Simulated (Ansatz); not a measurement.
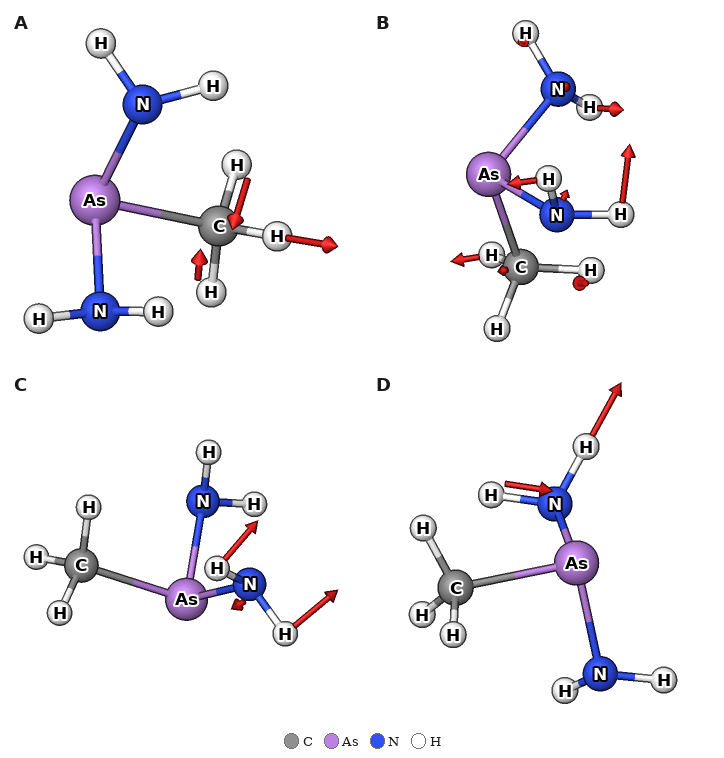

4 normal modes of one molecule or complex, as arrows. Harmonic vibrations computed with RKS PBE0-D4/def2-TZVP (Ansatz 0.2.0) at a stationary point of the same level.

### Match the panels to the wavenumbers 213 cm⁻¹, 517 cm⁻¹, 3144 cm⁻¹, 3651 cm⁻¹.

A: 3144 cm⁻¹, out-of-phase stretching of 3 C–H bonds
B: 213 cm⁻¹
C: 517 cm⁻¹
D: 3651 cm⁻¹, out-of-phase stretching of 2 N–H bonds
